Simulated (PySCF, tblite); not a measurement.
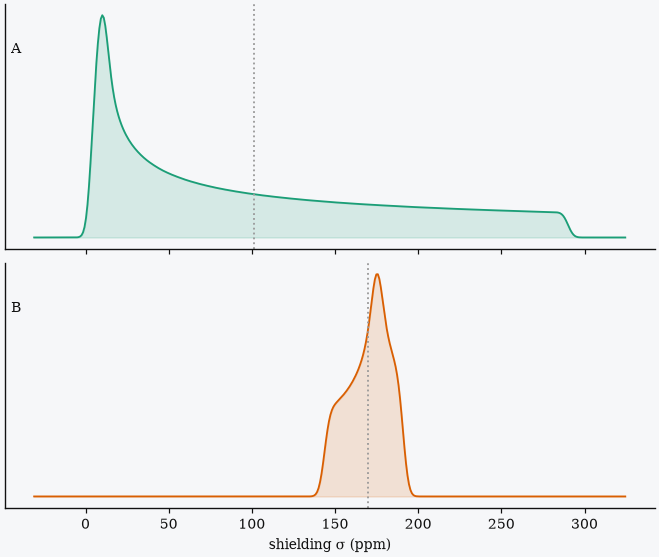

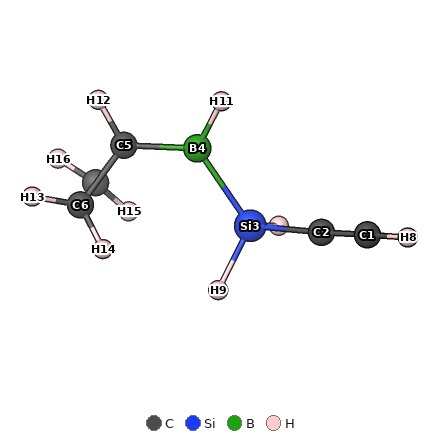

Static powder patterns (¹³C) from GIAO shielding tensors of C₅H₉BSi, SMILES C#C[SiH2]BC1CC1, PBE0/pcSseg-1 in PySCF 2.14.0, at a GFN2-xTB geometry (a minimum by its frequencies); absolute shielding, one fixed geometry of the isolated molecule without any motion, no dipolar terms. The dotted line is the isotropic value; skew is 3(σiso − σ22)/span.

Question: The panels belong to C2 and C7. Which is which?

Answer: panel A: C2, σ11, σ22, σ33 = 4, 10, 290 ppm, isotropic 101, span 287 ppm, skew 0.95; panel B: C7, σ11, σ22, σ33 = 144, 175, 191 ppm, isotropic 170, span 47 ppm, skew −0.33.

Known limits of this run: the tight-binding geometry is rougher than a DFT one and adds to the error; one conformer of a flexible molecule.
